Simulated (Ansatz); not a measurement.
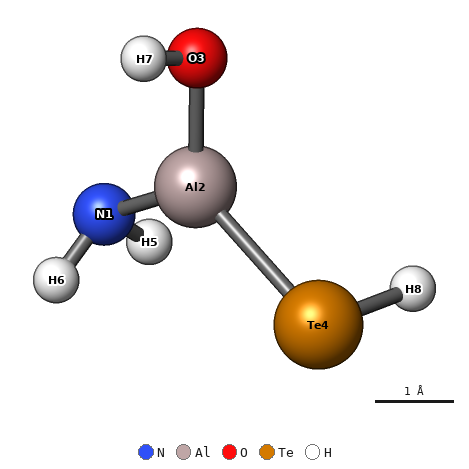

**Figure 1.** The starting structure (ball-and-stick view, seen at a tilt; atoms are numbered from 1 in the order of the input). Sticks mark near contacts. Bond lengths as drawn: Al–N 1.85 Å, Al–O 1.81 Å, Al–Te 2.55 Å, H–N 1.07 to 1.10 Å, H–O 1.03 Å and H–Te 1.74 Å.

**Nudged elastic band of AlNH₄TeO (part 1 of 2)**

The run: nudged elastic band of AlNH₄TeO. Method and program: RHF/def2-mTZVP (Ansatz 0.2.0).

The run did not end well. One setting was made poor on purpose. It belongs to a series of runs on one base structure; here: band between the two ends.

Input
```yaml
crystal:
  periodic: [false, false, false]
  atoms:
    - { symbol: "N", position_ang: [-0.3034, 1.6138, -0.2096] }
    - { symbol: Al, position_ang: [0.3395, -0.1009, 0.0603] }
    - { symbol: O, position_ang: [2.1038, -0.4189, -0.164] }
    - { symbol: Te, position_ang: [-1.1851, -2.0255, 0.7475] }
    - { symbol: H, position_ang: [-1.0876, 1.5688, -0.9737] }
    - { symbol: H, position_ang: [-0.8322, 1.9542, 0.6616] }
    - { symbol: H, position_ang: [2.5506, -0.2555, 0.7505] }
    - { symbol: H, position_ang: [-1.4936, -2.3931, -0.9285] }
basis:
  gaussian: { orbitals: def2-mTZVP }
hamiltonian:
  xc: hf
neb:
  order_check: false
  images: 7
  f_tol: 0.05
  max_iterations: 60
  final_atoms:
    - { symbol: "N", position_ang: [-0.3034, 1.6138, -0.2096] }
    - { symbol: Al, position_ang: [0.3395, -0.1009, 0.0603] }
    - { symbol: O, position_ang: [2.1038, -0.4189, -0.164] }
    - { symbol: Te, position_ang: [-1.1851, -2.0255, 0.7475] }
    - { symbol: H, position_ang: [-1.0876, 1.5688, -0.9737] }
    - { symbol: H, position_ang: [-0.8322, 1.9542, 0.6616] }
    - { symbol: H, position_ang: [-1.09928, 0.20663, 0.51519] }
    - { symbol: H, position_ang: [-1.4936, -2.3931, -0.9285] }
  initial_path:
    images:
      - { positions_ang: [[-0.3034, 1.6138, -0.2096], [0.3395, -0.1009, 0.0603], [2.1038, -0.4189, -0.164], [-1.1851, -2.0255, 0.7475], [-1.0876, 1.5688, -0.9737], [-0.8322, 1.9542, 0.6616], [2.5506, -0.2555, 0.7505], [-1.4936, -2.3931, -0.9285]] }
      - { positions_ang: [[-0.27393951, 1.60610239, -0.21585049], [0.37049835, -0.1120231, 0.01985508], [2.12037621, -0.43392291, -0.27094081], [-1.13193717, -2.03606958, 0.75078303], [-1.08437433, 1.5681426, -0.94900189], [-0.76775469, 1.9427253, 0.67438591], [2.36207555, -0.19960961, 0.84599251], [-1.50294441, -2.3924451, -0.91112334]] }
      - { positions_ang: [[-0.24447902, 1.59840477, -0.22210098], [0.4014967, -0.12314619, -0.02058985], [2.13695241, -0.44894581, -0.37788163], [-1.07877435, -2.04663916, 0.75406607], [-1.08114865, 1.56748521, -0.92430377], [-0.70330938, 1.93125059, 0.68717183], [2.17355111, -0.14371922, 0.94148502], [-1.51228882, -2.3917902, -0.89374669]] }
      - { positions_ang: [[-0.21501852, 1.59070716, -0.22835147], [0.43249505, -0.13426929, -0.06103477], [2.15352862, -0.46396872, -0.48482244], [-1.02561152, -2.05720874, 0.7573491], [-1.07792298, 1.56682781, -0.89960566], [-0.63886408, 1.91977589, 0.69995774], [1.98502666, -0.08782883, 1.03697753], [-1.52163323, -2.3911353, -0.87637003]] }
      - { positions_ang: [[-0.18555803, 1.58300954, -0.23460196], [0.4634934, -0.14539238, -0.10147969], [2.17010482, -0.47899162, -0.59176325], [-0.97244869, -2.06777831, 0.76063213], [-1.07469731, 1.56617042, -0.87490754], [-0.57441877, 1.90830119, 0.71274366], [1.79650222, -0.03193843, 1.13247004], [-1.53097764, -2.3904804, -0.85899338]] }
      - { positions_ang: [[-0.21501852, 1.59070716, -0.22835147], [0.43249505, -0.13426929, -0.06103477], [2.15352862, -0.46396872, -0.48482244], [-1.02561152, -2.05720874, 0.7573491], [-1.07792298, 1.56682781, -0.89960566], [-0.63886408, 1.91977589, 0.69995774], [1.07255666, 0.02770367, 0.97815003], [-1.52163323, -2.3911353, -0.87637003]] }
      - { positions_ang: [[-0.24447902, 1.59840477, -0.22210098], [0.4014967, -0.12314619, -0.02058985], [2.13695241, -0.44894581, -0.37788163], [-1.07877435, -2.04663916, 0.75406607], [-1.08114865, 1.56748521, -0.92430377], [-0.70330938, 1.93125059, 0.68717183], [0.34861111, 0.08734578, 0.82383002], [-1.51228882, -2.3917902, -0.89374669]] }
      - { positions_ang: [[-0.27393951, 1.60610239, -0.21585049], [0.37049835, -0.1120231, 0.01985508], [2.12037621, -0.43392291, -0.27094081], [-1.13193717, -2.03606958, 0.75078303], [-1.08437433, 1.5681426, -0.94900189], [-0.76775469, 1.9427253, 0.67438591], [-0.37533445, 0.14698789, 0.66951001], [-1.50294441, -2.3924451, -0.91112334]] }
      - { positions_ang: [[-0.3034, 1.6138, -0.2096], [0.3395, -0.1009, 0.0603], [2.1038, -0.4189, -0.164], [-1.1851, -2.0255, 0.7475], [-1.0876, 1.5688, -0.9737], [-0.8322, 1.9542, 0.6616], [-1.09928, 0.20663, 0.51519], [-1.4936, -2.3931, -0.9285]] }
```

Hardware: 2 threads of Intel Xeon (Granite Rapids), 16 GiB of memory available, shared host.

Command:
```bash
ansatz run input.yaml --threads 2 --pin off --max-ram 3072MiB --backend cpu --events-out ev --progress --plain --runs-dir out
```

What the program printed
```
Engine: ansatz 0.2.0, x86_64-unknown-linux-gnu
Functional definition: HF
  exchange = exact_x
  correlation = 0
1220 factors; integrals over basis functions are off by at most 7.3e-4 eV
mean field evaluation 1: about -17428.2936 eV, gradient 5.1e1 eV
mean field evaluation 2: about -17428.4243 eV, gradient 5.1e1 eV
mean field evaluation 4: about -17433.7328 eV, gradient 3.3e0 eV
mean field evaluation 8: about -17433.7977 eV, gradient 1.2e-1 eV
mean field -17433.79782558 eV, -640.6802530377 hartree, gradient 6.1e-5 eV, S^2 0.000000; 0 other end points of the search recorded, 0 dependent functions left out
the calculation of the forces begins
reference -17433.79782558 eV, -640.6802530377 hartree; 28, 28 occupied and 85, 85 virtual orbitals, 1220 factors
1218 factors; integrals over basis functions are off by at most 7.6e-4 eV
mean field evaluation 16: about -17424.0325 eV, gradient 2.9e1 eV
mean field -17426.50479640 eV, -640.4122391584 hartree, gradient 2.1e-5 eV, S^2 0.000000; 0 other end points of the search recorded, 0 dependent functions left out
[... from here on the field's lines of each further geometry are left out, up to the last ...]
WARN: NEB end point (image 0): max|allowed force component| = 3.982e0 eV/Å (the criterion of neb.relax_end_points is 1.000e-2). That is over neb.f_tol: it is no minimum, so the barrier can be far off. Relax it first
WARN: NEB end point (image 8): max|allowed force component| = 1.199e1 eV/Å (the criterion of neb.relax_end_points is 1.000e-2). That is over neb.f_tol: it is no minimum, so the barrier can be far off. Relax it first
NEB iter   1: max|band force component| = 4.851e1 eV/Å  barrier→ = 19.0490 eV  barrier← = 11.7560 eV  Δτ_max = 0.2000 Å  (1002 SCF iters)
NEB iter   2: max|band force component| = 1.654e1 eV/Å  barrier→ = 10.5544 eV  barrier← = 3.2614 eV  Δτ_max = 0.2000 Å  (384 SCF iters)
NEB iter   3: max|band force component| = 2.017e1 eV/Å  barrier→ = 8.2316 eV  barrier← = 0.9386 eV  Δτ_max = 0.1029 Å  (344 SCF iters)
NEB iter   4: max|band force component| = 7.836e0 eV/Å  barrier→ = 7.2930 eV  barrier← = 0.0000 eV  Δτ_max = 0.2000 Å  (331 SCF iters)
NEB iter   5: max|band force component| = 8.676e0 eV/Å  barrier→ = 7.2930 eV  barrier← = 0.0000 eV  Δτ_max = 0.1005 Å  (311 SCF iters)
NEB iter   6: max|band force component| = 2.911e0 eV/Å  barrier→ = 7.2930 eV  barrier← = 0.0000 eV  Δτ_max = 0.2000 Å  (307 SCF iters)
NEB iter   7: max|band force component| = 2.234e0 eV/Å  barrier→ = 7.2930 eV  barrier← = 0.0000 eV  Δτ_max = 0.2000 Å  (307 SCF iters)
NEB iter   8: max|band force component| = 2.146e0 eV/Å  barrier→ = 7.2930 eV  barrier← = 0.0000 eV  Δτ_max = 0.2000 Å  (284 SCF iters)
NEB iter   9: max|band force component| = 6.017e0 eV/Å  barrier→ = 7.2930 eV  barrier← = 0.0000 eV  Δτ_max = 0.0999 Å  (278 SCF iters)
NEB iter  10: max|band force component| = 4.017e0 eV/Å  barrier→ = 7.2930 eV  barrier← = 0.0000 eV  Δτ_max = 0.1004 Å  (273 SCF iters)
NEB iter  11: max|band force component| = 3.306e0 eV/Å  barrier→ = 7.2930 eV  barrier← = 0.0000 eV  Δτ_max = 0.1010 Å  (267 SCF iters)
NEB iter  12: max|band force component| = 7.283e-1 eV/Å  barrier→ = 7.2930 eV  barrier← = 0.0000 eV  Δτ_max = 0.2000 Å  (262 SCF iters)
NEB iter  13: max|band force component| = 7.351e-1 eV/Å  barrier→ = 7.2930 eV  barrier← = 0.0000 eV  Δτ_max = 0.0999 Å  (276 SCF iters)
NEB iter  14: max|band force component| = 4.840e-1 eV/Å  barrier→ = 2.7033 eV  barrier← = -4.5898 eV  CI = image 7  Δτ_max = 0.1015 Å  (278 SCF iters)
NEB iter  15: max|band force component| = 4.275e-1 eV/Å  barrier→ = 2.7301 eV  barrier← = -4.5630 eV  CI = image 7  Δτ_max = 0.1026 Å  (277 SCF iters)
NEB iter  16: max|band force component| = 1.400e0 eV/Å  barrier→ = 2.7568 eV  barrier← = -4.5362 eV  CI = image 7  Δτ_max = 0.0502 Å  (269 SCF iters)
NEB iter  17: max|band force component| = 1.318e0 eV/Å  barrier→ = 2.7729 eV  barrier← = -4.5201 eV  CI = image 7  Δτ_max = 0.1026 Å  (268 SCF iters)
NEB iter  18: max|band force component| = 4.352e-1 eV/Å  barrier→ = 2.8028 eV  barrier← = -4.4902 eV  CI = image 7  Δτ_max = 0.1984 Å  (268 SCF iters)
NEB iter  19: max|band force component| = 2.579e0 eV/Å  barrier→ = 3.0132 eV  barrier← = -4.2799 eV  CI = image 7  Δτ_max = 0.1003 Å  (267 SCF iters)
NEB iter  20: max|band force component| = 9.212e-1 eV/Å  barrier→ = 2.9916 eV  barrier← = -4.3015 eV  CI = image 7  Δτ_max = 0.2000 Å  (269 SCF iters)
NEB iter  21: max|band force component| = 1.567e0 eV/Å  barrier→ = 3.3000 eV  barrier← = -3.9931 eV  CI = image 7  Δτ_max = 0.1979 Å  (269 SCF iters)
NEB iter  22: max|band force component| = 2.072e0 eV/Å  barrier→ = 3.4089 eV  barrier← = -3.8842 eV  CI = image 7  Δτ_max = 0.1915 Å  (269 SCF iters)
NEB iter  23: max|band force component| = 2.545e0 eV/Å  barrier→ = 3.6380 eV  barrier← = -3.6550 eV  CI = image 7  Δτ_max = 0.2000 Å  (266 SCF iters)
NEB iter  24: max|band force component| = 3.944e0 eV/Å  barrier→ = 3.9647 eV  barrier← = -3.3283 eV  CI = image 7  Δτ_max = 0.2000 Å  (258 SCF iters)
NEB iter  25: max|band force component| = 6.431e0 eV/Å  barrier→ = 4.7044 eV  barrier← = -2.5886 eV  CI = image 7  Δτ_max = 0.2000 Å  (259 SCF iters)
NEB iter  26: max|band force component| = 6.173e0 eV/Å  barrier→ = 4.8833 eV  barrier← = -2.4097 eV  CI = image 7  Δτ_max = 0.1977 Å  (269 SCF iters)
NEB iter  27: max|band force component| = 5.878e0 eV/Å  barrier→ = 4.8804 eV  barrier← = -2.4126 eV  CI = image 7  Δτ_max = 0.2000 Å  (269 SCF iters)
NEB iter  28: max|band force component| = 7.418e0 eV/Å  barrier→ = 5.1522 eV  barrier← = -2.1409 eV  CI = image 7  Δτ_max = 0.2000 Å  (270 SCF iters)
NEB iter  29: max|band force component| = 7.061e0 eV/Å  barrier→ = 5.3207 eV  barrier← = -1.9723 eV  CI = image 7  Δτ_max = 0.2000 Å  (271 SCF iters)
NEB iter  30: max|band force component| = 7.987e0 eV/Å  barrier→ = 5.5516 eV  barrier← = -1.7414 eV  CI = image 7  Δτ_max = 0.2000 Å  (268 SCF iters)
NEB iter  31: max|band force component| = 6.705e0 eV/Å  barrier→ = 5.1791 eV  barrier← = -2.1140 eV  CI = image 7  Δτ_max = 0.2000 Å  (275 SCF iters)
NEB iter  32: max|band force component| = 8.304e0 eV/Å  barrier→ = 5.5273 eV  barrier← = -1.7657 eV  CI = image 7  Δτ_max = 0.1903 Å  (273 SCF iters)
NEB iter  33: max|band force component| = 6.465e0 eV/Å  barrier→ = 5.1546 eV  barrier← = -2.1384 eV  CI = image 7  Δτ_max = 0.2000 Å  (271 SCF iters)
NEB iter  34: max|band force component| = 7.281e0 eV/Å  barrier→ = 5.2976 eV  barrier← = -1.9954 eV  CI = image 7  Δτ_max = 0.1895 Å  (272 SCF iters)
NEB iter  35: max|band force component| = 6.525e0 eV/Å  barrier→ = 5.2266 eV  barrier← = -2.0664 eV  CI = image 7  Δτ_max = 0.2000 Å  (284 SCF iters)
NEB iter  36: max|band force component| = 7.822e0 eV/Å  barrier→ = 5.3779 eV  barrier← = -1.9152 eV  CI = image 7  Δτ_max = 0.1923 Å  (286 SCF iters)
NEB iter  37: max|band force component| = 6.948e0 eV/Å  barrier→ = 5.3200 eV  barrier← = -1.9730 eV  CI = image 7  Δτ_max = 0.2000 Å  (287 SCF iters)
NEB iter  38: max|band force component| = 8.347e0 eV/Å  barrier→ = 5.5133 eV  barrier← = -1.7797 eV  CI = image 7  Δτ_max = 0.1955 Å  (282 SCF iters)
NEB iter  39: max|band force component| = 7.269e0 eV/Å  barrier→ = 5.2645 eV  barrier← = -2.0286 eV  CI = image 7  Δτ_max = 0.2000 Å  (285 SCF iters)
NEB iter  40: max|band force component| = 7.928e0 eV/Å  barrier→ = 5.4008 eV  barrier← = -1.8922 eV  CI = image 7  Δτ_max = 0.1986 Å  (286 SCF iters)
NEB iter  41: max|band force component| = 7.576e0 eV/Å  barrier→ = 5.3333 eV  barrier← = -1.9597 eV  CI = image 7  Δτ_max = 0.2000 Å  (288 SCF iters)
NEB iter  42: max|band force component| = 7.465e0 eV/Å  barrier→ = 5.3069 eV  barrier← = -1.9861 eV  CI = image 7  Δτ_max = 0.1998 Å  (285 SCF iters)
NEB iter  43: max|band force component| = 8.468e0 eV/Å  barrier→ = 5.4100 eV  barrier← = -1.8830 eV  CI = image 7  Δτ_max = 0.1970 Å  (276 SCF iters)
NEB iter  44: max|band force component| = 6.918e0 eV/Å  barrier→ = 5.1995 eV  barrier← = -2.0936 eV  CI = image 7  Δτ_max = 0.2000 Å  (276 SCF iters)
NEB iter  45: max|band force component| = 7.887e0 eV/Å  barrier→ = 5.2450 eV  barrier← = -2.0480 eV  CI = image 7  Δτ_max = 0.2000 Å  (273 SCF iters)
NEB iter  46: max|band force component| = 7.327e0 eV/Å  barrier→ = 5.2480 eV  barrier← = -2.0451 eV  CI = image 7  Δτ_max = 0.1999 Å  (272 SCF iters)
NEB iter  47: max|band force component| = 8.447e0 eV/Å  barrier→ = 5.2958 eV  barrier← = -1.9973 eV  CI = image 7  Δτ_max = 0.2000 Å  (285 SCF iters)
NEB iter  48: max|band force component| = 6.262e0 eV/Å  barrier→ = 4.9877 eV  barrier← = -2.3053 eV  CI = image 7  Δτ_max = 0.2000 Å  (272 SCF iters)
NEB iter  49: max|band force component| = 8.588e0 eV/Å  barrier→ = 5.4025 eV  barrier← = -1.8905 eV  CI = image 7  Δτ_max = 0.1981 Å  (267 SCF iters)
NEB iter  50: max|band force component| = 6.265e0 eV/Å  barrier→ = 4.9983 eV  barrier← = -2.2947 eV  CI = image 7  Δτ_max = 0.1983 Å  (272 SCF iters)
NEB iter  51: max|band force component| = 8.516e0 eV/Å  barrier→ = 5.4614 eV  barrier← = -1.8316 eV  CI = image 7  Δτ_max = 0.1967 Å  (271 SCF iters)
NEB iter  52: max|band force component| = 5.920e0 eV/Å  barrier→ = 4.9310 eV  barrier← = -2.3620 eV  CI = image 7  Δτ_max = 0.1952 Å  (269 SCF iters)
NEB iter  53: max|band force component| = 7.317e0 eV/Å  barrier→ = 5.0082 eV  barrier← = -2.2848 eV  CI = image 7  Δτ_max = 0.2000 Å  (272 SCF iters)
NEB iter  54: max|band force component| = 5.921e0 eV/Å  barrier→ = 4.9446 eV  barrier← = -2.3485 eV  CI = image 7  Δτ_max = 0.1979 Å  (270 SCF iters)
NEB iter  55: max|band force component| = 8.037e0 eV/Å  barrier→ = 5.5868 eV  barrier← = -1.7062 eV  CI = image 7  Δτ_max = 0.1994 Å  (270 SCF iters)
NEB iter  56: max|band force component| = 6.067e0 eV/Å  barrier→ = 5.0463 eV  barrier← = -2.2467 eV  CI = image 7  Δτ_max = 0.1983 Å  (271 SCF iters)
NEB iter  57: max|band force component| = 7.170e0 eV/Å  barrier→ = 4.9336 eV  barrier← = -2.3595 eV  CI = image 7  Δτ_max = 0.2000 Å  (284 SCF iters)
NEB iter  58: max|band force component| = 6.329e0 eV/Å  barrier→ = 4.9548 eV  barrier← = -2.3383 eV  CI = image 7  Δτ_max = 0.2000 Å  (283 SCF iters)
NEB iter  59: max|band force component| = 8.199e0 eV/Å  barrier→ = 5.6749 eV  barrier← = -1.6181 eV  CI = image 7  Δτ_max = 0.1987 Å  (284 SCF iters)
the calculation of the forces begins
reference -17431.60998290 eV, -640.5998513018 hartree; 28, 28 occupied and 85, 85 virtual orbitals, 1218 factors
these checks for a lower state are left out or cut short: starts, cluster_reference, orbital_swaps, neighbouring_geometries, increment
1218 factors; integrals over basis functions are off by at most 7.3e-4 eV
mean field -17428.61526052 eV, -640.4897972843 hartree, gradient 2.7e-5 eV, S^2 0.000000; 0 other end points of the search recorded, 0 dependent functions left out
the calculation of the forces begins
reference -17428.61526052 eV, -640.4897972843 hartree; 28, 28 occupied and 85, 85 virtual orbitals, 1218 factors
NEB iter  60: max|band force component| = 6.846e0 eV/Å  barrier→ = 5.1826 eV  barrier← = -2.1105 eV  CI = image 7  Δτ_max = 0.2000 Å  (280 SCF iters)
```
